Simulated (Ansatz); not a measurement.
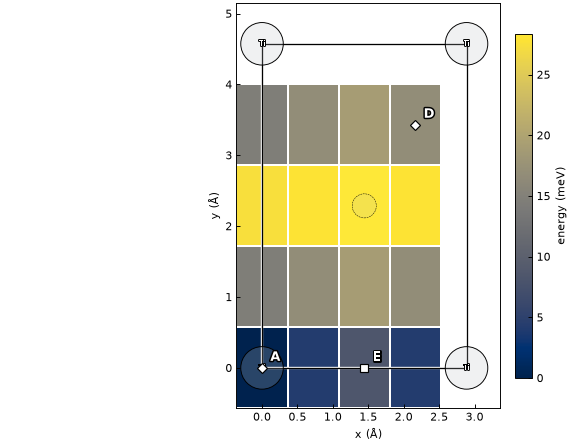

CO on a Ti(100) slab cut from the P6_3/mmc phase, its upper half relaxed before the scan (12 atoms of substrate and one adsorbate in a 2 × 1 cell). CO (O end down) is moved over the surface cell at a fixed height above a rigid substrate; the origin of the map has the adsorbate above Ti11; the height is held at 3.70 Å. Places are given modulo a cell vector. The map is drawn in real space over the plane of the surface. The scan uses a 4 × 4 grid; 9 points were computed and 7 follow by symmetry. Places are given in fractions of the 1 × 1 surface cell. All energies are given in meV relative to the lowest grid point. At a fixed height the lowest place need not be the adsorption site. The runs have no spin polarisation; a magnetic state may lie lower. Level of theory: Ansatz 0.2.0, DFT PBE+D3(BJ), scalar-relativistic, plane waves, PAW. Settings: cutoff 420 eV, k-mesh 5×6×1, gaussian smearing 0.1 eV, no spin polarisation.

The picture shows one coloured cell a grid point, labelled circles for the atoms of the top layer and small ones for the second layer, the outline of one cell of the plane, lettered points.

> Rank the lettered points by energy, lowest first.

A (0.0 meV), E (8.3 meV), D (16.8 meV).

PAW datasets: the set soft_1.
